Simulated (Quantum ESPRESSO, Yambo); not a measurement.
# WS2 (Tungstenite): a self-consistent loop beyond G0W0, cycle by cycle, part 2 of 2

Aim: iterate the self-energy on WS2 (Tungstenite) and follow the gap from cycle to cycle.

Quantum ESPRESSO 7.5 and Yambo 5.3.0; PBE and many-body steps on it, plane waves. Known limits of the many-body steps: not at the basis limit; no spin-orbit coupling.

So far. Step 4 (G0W0): The gap on the mesh goes from 1.05 eV to 1.40 eV, a correction of +0.35 eV. Step 5 (evGW0, cycle 1): Against G0W0 in Yambo (6×6×2 mesh, 101 bands, screening to 74.8 eV, Godby-Needs plasmon pole), the gap moves by +0.053 eV.

The database entry behind the starting cell differs from later determinations by our own check (an axis about 1.4 % long against later determinations), so it need not match the best structure at ambient conditions.

## (6) evGW0, cycle 2

Level of this step: evGW0 on PBE, plane waves, norm-conserving pseudopotentials (Yambo).

The corrected levels of the last cycle go back in.

File gw4.in:

```
HF_and_locXC
gw0
dyson
ppa
em1d
rim_cut
RandQpts= 1000000
RandGvec= 1 RL
EXXRLvcs= 62 Ry
VXCRLvcs= 248 Ry
Chimod= "HARTREE"
% BndsRnXp
 1 | 101 |
%
NGsBlkXp= 5.5 Ry
% LongDrXp
 1 | 1 | 1 |
%
% GbndRnge
 1 | 101 |
%
DysSolver= "n"
ExtendOut
PPAPntXp= 27.21138 eV
% QPkrange
 1 | 14 | 24 | 29 |
%
GfnQPdb= "E < ./gw3_fix/ndb.QP"
```

The run is started by

```bash
OMP_NUM_THREADS=2 mpirun -n 4 yambo -F gw4.in -J gw4,gw1_W -C gw4 > gw4.log
```

The log of the run:

```text
 Yambo, version 5.3.0

 [02] CORE Variables Setup
 =========================

  [... cell, symmetries and grids as in the set-up ...]

  [02.05] Energies & Occupations
  ==============================

  [X] === General ===
  [X] Electronic Temperature                        :  0.000000  0.000000 [eV K]
  [X] Bosonic    Temperature                        :  0.000000  0.000000 [eV K]
  [X] Finite Temperature mode                       : no
  [X] El. density                                   :  0.47502E+24 [cm-3]
[...]
Sx RL components                                 :   6149

   QP @ state[ 1 ] K range                          :   1  14
   QP @ state[ 1 ] b range                          :  24  29
   GF energies kind                                 : Perdew, Burke & Ernzerhof(X)+Perdew, Burke & Ernzerhof(C)+ E < ./gw2/ndb.QP + @E Fit+ E < ./gw3_fix/
   GF WF`s kind                                     : Perdew, Burke & Ernzerhof(X)+Perdew, Burke & Ernzerhof(C)
   Xs energies kind                                 : Perdew, Burke & Ernzerhof(X)+Perdew, Burke & Ernzerhof(C)
   Xs WF`s kind                                     : Perdew, Burke & Ernzerhof(X)+Perdew, Burke & Ernzerhof(C)

 [13] Game Over & Game summary
```

Wall time 5.1 min (4 MPI ranks of AMD EPYC 7R43, shared host); peak memory 3.4 GiB.

Numbers from this step:

| Quantity | Value |
| --- | --- |
| quasiparticle gap on the mesh | 1.458 eV |
| gap of the density functional on the mesh | 1.050 eV |
| k of the valence top | 0, 0, 0 |
| k of the conduction bottom | 0.1667, 0.1667, 0 |
| least direct quasiparticle gap on the computed points | 2.482 eV |

Against the cycle before, the gap moves by +0.008 eV.

The program's own table gives 1.533 eV, which is too large where the input levels are shifted: this version takes Σc at the unshifted level E₀, yet steps from the shifted one. The value above is the Newton step from E₀, E₀ + Z(Σc + Σx − Vxc), rebuilt from the printed columns.

## (7) evGW, cycle 1

This step: evGW on PBE, plane waves, norm-conserving pseudopotentials.

gw5.in, as its differences from gw4.in of step 6:

```diff
@@ -27,2 +27,3 @@
 %
-GfnQPdb= "E < ./gw3_fix/ndb.QP"
+GfnQPdb= "E < ./gw2/ndb.QP"
+XfnQPdb= "E < ./gw2/ndb.QP"
```

The run is started by

```bash
OMP_NUM_THREADS=2 mpirun -n 4 yambo -F gw5.in -J gw5 -C gw5 > gw5.log
```

The log of the run:

```text
 Yambo, version 5.3.0

 [02] CORE Variables Setup
 =========================

  [... cell, symmetries and grids as in the set-up ...]

  [02.05] Energies & Occupations
  ==============================

  [X] === General ===
  [X] Electronic Temperature                        :  0.000000  0.000000 [eV K]
  [X] Bosonic    Temperature                        :  0.000000  0.000000 [eV K]
  [X] Finite Temperature mode                       : no
  [X] El. density                                   :  0.47502E+24 [cm-3]
[...]
Sx RL components                                 :   6149

   QP @ state[ 1 ] K range                          :   1  14
   QP @ state[ 1 ] b range                          :  24  29
   GF energies kind                                 : Perdew, Burke & Ernzerhof(X)+Perdew, Burke & Ernzerhof(C)+ E < ./gw2/ndb.QP + @E Fit
   GF WF`s kind                                     : Perdew, Burke & Ernzerhof(X)+Perdew, Burke & Ernzerhof(C)
   Xs energies kind                                 : Perdew, Burke & Ernzerhof(X)+Perdew, Burke & Ernzerhof(C)
   Xs WF`s kind                                     : Perdew, Burke & Ernzerhof(X)+Perdew, Burke & Ernzerhof(C)

 [15] Game Over & Game summary
```

The job ended after 8.6 min (4 MPI ranks; peak memory 3.4 GiB; 61 min of CPU time).

This step gave:

- quasiparticle gap on the mesh: 1.546 eV
- gap of the density functional on the mesh: 1.050 eV
- k of the valence top: 0, 0, 0
- k of the conduction bottom: 0.1667, 0.1667, 0
- least direct quasiparticle gap on the computed points: 2.563 eV

Against G0W0 in Yambo (6×6×2 mesh, 101 bands, screening to 74.8 eV, Godby-Needs plasmon pole), the gap moves by +0.148 eV.

The program's own table gives 1.606 eV, which is too large where the input levels are shifted: this version takes Σc at the unshifted level E₀, yet steps from the shifted one. The value above is the Newton step from E₀, E₀ + Z(Σc + Σx − Vxc), rebuilt from the printed columns.

## (8) evGW, cycle 2

gw6.in, as its differences from gw5.in of step 7:

```diff
@@ -27,3 +27,3 @@
 %
-GfnQPdb= "E < ./gw2/ndb.QP"
-XfnQPdb= "E < ./gw2/ndb.QP"
+GfnQPdb= "E < ./gw5_fix/ndb.QP"
+XfnQPdb= "E < ./gw5_fix/ndb.QP"
```

The run is started by

```bash
OMP_NUM_THREADS=2 mpirun -n 4 yambo -F gw6.in -J gw6 -C gw6 > gw6.log
```

The log of the run:

```text
 Yambo, version 5.3.0

 [02] CORE Variables Setup
 =========================

  [... cell, symmetries and grids as in the set-up ...]

  [02.05] Energies & Occupations
  ==============================

  [X] === General ===
  [X] Electronic Temperature                        :  0.000000  0.000000 [eV K]
  [X] Bosonic    Temperature                        :  0.000000  0.000000 [eV K]
  [X] Finite Temperature mode                       : no
  [X] El. density                                   :  0.47502E+24 [cm-3]
[...]
Sx RL components                                 :   6149

   QP @ state[ 1 ] K range                          :   1  14
   QP @ state[ 1 ] b range                          :  24  29
   GF energies kind                                 : Perdew, Burke & Ernzerhof(X)+Perdew, Burke & Ernzerhof(C)+ E < ./gw2/ndb.QP + @E Fit+ E < ./gw5_fix/
   GF WF`s kind                                     : Perdew, Burke & Ernzerhof(X)+Perdew, Burke & Ernzerhof(C)
   Xs energies kind                                 : Perdew, Burke & Ernzerhof(X)+Perdew, Burke & Ernzerhof(C)
   Xs WF`s kind                                     : Perdew, Burke & Ernzerhof(X)+Perdew, Burke & Ernzerhof(C)

 [15] Game Over & Game summary
```

Run time: 9.6 min. Hardware: 4 MPI ranks; peak memory 3.4 GiB.

This step gave:

```yaml
quasiparticle_gap_on_the_mesh: 1.589 eV
gap_of_the_density_functional_on_the_mesh: 1.050 eV
k_of_the_valence_top: 0, 0, 0
k_of_the_conduction_bottom: 0.1667, 0.1667, 0
least_direct_quasiparticle_gap_on_the_computed_points: 2.609 eV
```

Against the cycle before, the gap moves by +0.043 eV.

The program's own table gives 1.672 eV, which is too large where the input levels are shifted: this version takes Σc at the unshifted level E₀, yet steps from the shifted one. The value above is the Newton step from E₀, E₀ + Z(Σc + Σx − Vxc), rebuilt from the printed columns.

## (9) evGW, cycle 3

gw7.in, as its differences from gw6.in of step 8:

```diff
@@ -27,3 +27,3 @@
 %
-GfnQPdb= "E < ./gw5_fix/ndb.QP"
-XfnQPdb= "E < ./gw5_fix/ndb.QP"
+GfnQPdb= "E < ./gw6_fix/ndb.QP"
+XfnQPdb= "E < ./gw6_fix/ndb.QP"
```

The run is started by

```bash
OMP_NUM_THREADS=2 mpirun -n 4 yambo -F gw7.in -J gw7 -C gw7 > gw7.log
```

The log of the run:

```text
 Yambo, version 5.3.0

 [02] CORE Variables Setup
 =========================

  [... cell, symmetries and grids as in the set-up ...]

  [02.05] Energies & Occupations
  ==============================

  [X] === General ===
  [X] Electronic Temperature                        :  0.000000  0.000000 [eV K]
  [X] Bosonic    Temperature                        :  0.000000  0.000000 [eV K]
  [X] Finite Temperature mode                       : no
  [X] El. density                                   :  0.47502E+24 [cm-3]
[...]
Sx RL components                                 :   6149

   QP @ state[ 1 ] K range                          :   1  14
   QP @ state[ 1 ] b range                          :  24  29
   GF energies kind                                 : Perdew, Burke & Ernzerhof(X)+Perdew, Burke & Ernzerhof(C)+ E < ./gw2/ndb.QP + @E Fit+ E < ./gw5_fix/
   GF WF`s kind                                     : Perdew, Burke & Ernzerhof(X)+Perdew, Burke & Ernzerhof(C)
   Xs energies kind                                 : Perdew, Burke & Ernzerhof(X)+Perdew, Burke & Ernzerhof(C)
   Xs WF`s kind                                     : Perdew, Burke & Ernzerhof(X)+Perdew, Burke & Ernzerhof(C)

 [15] Game Over & Game summary
```

Elapsed: 9.3 min, on 4 MPI ranks; peak memory 3.5 GiB.

Numbers from this step:

```
quasiparticle gap on the mesh                         : 1.601 eV
gap of the density functional on the mesh             : 1.050 eV
k of the valence top                                  : 0, 0, 0
k of the conduction bottom                            : 0.1667, 0.1667, 0
least direct quasiparticle gap on the computed points : 2.621 eV
```

Against the cycle before, the gap moves by +0.012 eV.

The program's own table gives 1.690 eV, which is too large where the input levels are shifted: this version takes Σc at the unshifted level E₀, yet steps from the shifted one. The value above is the Newton step from E₀, E₀ + Z(Σc + Σx − Vxc), rebuilt from the printed columns.

## (10) evGW, cycle 4

gw8.in, as its differences from gw7.in of step 9:

```diff
@@ -27,3 +27,3 @@
 %
-GfnQPdb= "E < ./gw6_fix/ndb.QP"
-XfnQPdb= "E < ./gw6_fix/ndb.QP"
+GfnQPdb= "E < ./gw7_fix/ndb.QP"
+XfnQPdb= "E < ./gw7_fix/ndb.QP"
```

The run is started by

```bash
OMP_NUM_THREADS=2 mpirun -n 4 yambo -F gw8.in -J gw8 -C gw8 > gw8.log
```

The log of the run:

```text
 Yambo, version 5.3.0

 [02] CORE Variables Setup
 =========================

  [... cell, symmetries and grids as in the set-up ...]

  [02.05] Energies & Occupations
  ==============================

  [X] === General ===
  [X] Electronic Temperature                        :  0.000000  0.000000 [eV K]
  [X] Bosonic    Temperature                        :  0.000000  0.000000 [eV K]
  [X] Finite Temperature mode                       : no
  [X] El. density                                   :  0.47502E+24 [cm-3]
[...]
Sx RL components                                 :   6149

   QP @ state[ 1 ] K range                          :   1  14
   QP @ state[ 1 ] b range                          :  24  29
   GF energies kind                                 : Perdew, Burke & Ernzerhof(X)+Perdew, Burke & Ernzerhof(C)+ E < ./gw2/ndb.QP + @E Fit+ E < ./gw5_fix/
   GF WF`s kind                                     : Perdew, Burke & Ernzerhof(X)+Perdew, Burke & Ernzerhof(C)
   Xs energies kind                                 : Perdew, Burke & Ernzerhof(X)+Perdew, Burke & Ernzerhof(C)
   Xs WF`s kind                                     : Perdew, Burke & Ernzerhof(X)+Perdew, Burke & Ernzerhof(C)

 [15] Game Over & Game summary
```

The job ended after 7.9 min (4 MPI ranks; peak memory 3.4 GiB).

Numbers from this step:

```yaml
quasiparticle_gap_on_the_mesh: 1.604 eV
gap_of_the_density_functional_on_the_mesh: 1.050 eV
k_of_the_valence_top: 0, 0, 0
k_of_the_conduction_bottom: 0.1667, 0.1667, 0
least_direct_quasiparticle_gap_on_the_computed_points: 2.625 eV
```

Against the cycle before, the gap moves by +0.003 eV.

The program's own table gives 1.695 eV, which is too large where the input levels are shifted: this version takes Σc at the unshifted level E₀, yet steps from the shifted one. The value above is the Newton step from E₀, E₀ + Z(Σc + Σx − Vxc), rebuilt from the printed columns.

## (11) Side by side

Times are wall times on 4 MPI ranks of AMD EPYC 7R43, shared host, good to a factor of about two.

```csv
run,mesh,bands,screening cutoff (eV),DFT gap (eV),gap on the mesh (eV),direct (eV),time
G0W0,6×6×2,101,74.8,1.050,1.398,2.398,3.8 min
"evGW0, cycle 1",6×6×2,101,74.8,1.050,1.450,2.472,5.7 min
"evGW0, cycle 2",6×6×2,101,74.8,1.050,1.458,2.482,5.1 min
"evGW, cycle 1",6×6×2,101,74.8,1.050,1.546,2.563,8.6 min
"evGW, cycle 2",6×6×2,101,74.8,1.050,1.589,2.609,9.6 min
"evGW, cycle 3",6×6×2,101,74.8,1.050,1.601,2.621,9.3 min
"evGW, cycle 4",6×6×2,101,74.8,1.050,1.604,2.625,7.9 min
```

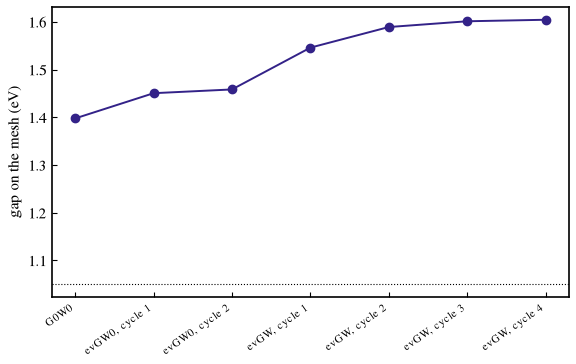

The gap through the cycles; the dotted line is the starting gap.

## (12) Summary of results

| Quantity | Value |
| --- | --- |
| G0W0 | 1.398 eV |
| evGW0, cycle 1 | 1.450 eV |
| evGW0, cycle 2 | 1.458 eV |
| evGW, cycle 1 | 1.546 eV |
| evGW, cycle 2 | 1.589 eV |
| evGW, cycle 3 | 1.601 eV |
| evGW, cycle 4 | 1.604 eV |
| known limits | not at the basis limit; no spin-orbit coupling |

In words: evGW0 ends at 1.46 eV, +0.06 eV from G0W0, after 2 cycles that took 11 min beside the first screening; the last moved the gap by 0.008 eV. evGW ends at 1.60 eV, +0.21 eV from G0W0, after 4 cycles that took 35 min beside the first screening; the last moved the gap by 0.003 eV. Bands and cutoff are finite, so the gap is not at the basis limit. The miss can reach some tenths of an eV and take either sign; the mesh is an error of its own. The many-body steps are scalar-relativistic: spin-orbit coupling is not in them.

[Paths, hosts, dates, memory and timing lines, banners, echoed tables and standing remarks are left out of the program output.]

[Logs are printed without paths, hosts, clocks, repeated set-up lines and the standing remarks that a program may print on its own settings, such as how far it seeks lower states.]

[Runs of the session that timed out or met a known fault of the program may be left out.]

[Hosts, paths, dates, database ids (printed as entryN), source tags and the programs' standing remarks are cut or masked in the printed files.]
